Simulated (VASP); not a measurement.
Band structure of Li2S (antifluorite). Calculation: r2SCAN meta-GGA, VASP's PBE PAW potentials (set 64) (plane waves; VASP 6.6.1).

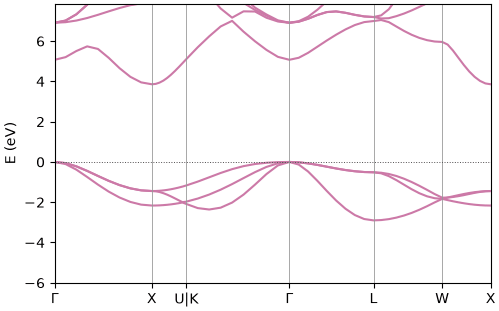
*Bands along high-symmetry lines, zero at the valence-band maximum or, without a gap, the Fermi level*

Task: Read the plot: is there a gap, and where are the band edges?

Result: The gap is indirect, 3.86 eV, from the valence maximum at Γ to the conduction minimum at X.

The compound is Li2S in the antifluorite structure. It was relaxed first.
